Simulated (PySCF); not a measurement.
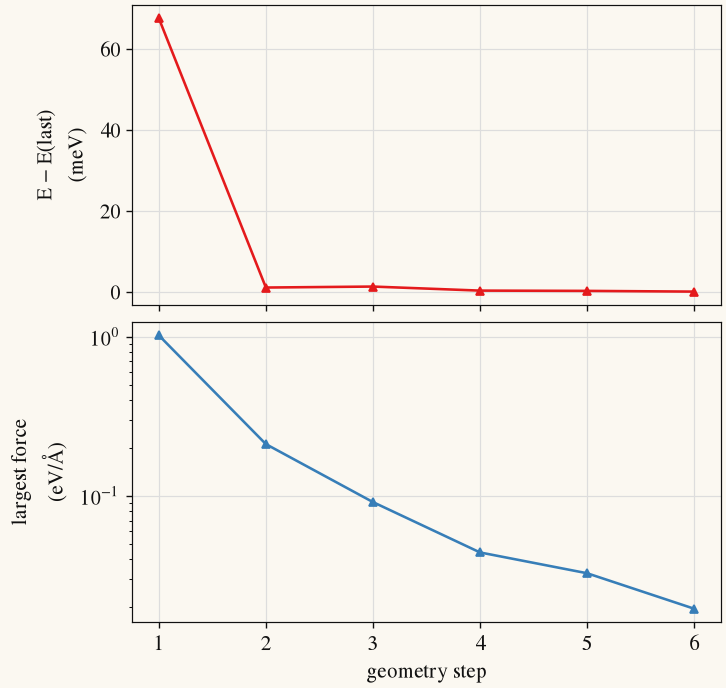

History of a geometry optimisation. C₄H₇S (SMILES C/C=C(\C)[S-]) (charge −1); PySCF 2.14.0, density fitting, PBE0-D3(BJ)/def2-SVP, geometry optimisation.

The optimisation met its thresholds at geometry 6, counting the start as the first. The energy fell by about 68 meV from the first step to the last. The largest force goes from about 1 eV/Å at the start to 0.02 eV/Å at the end.
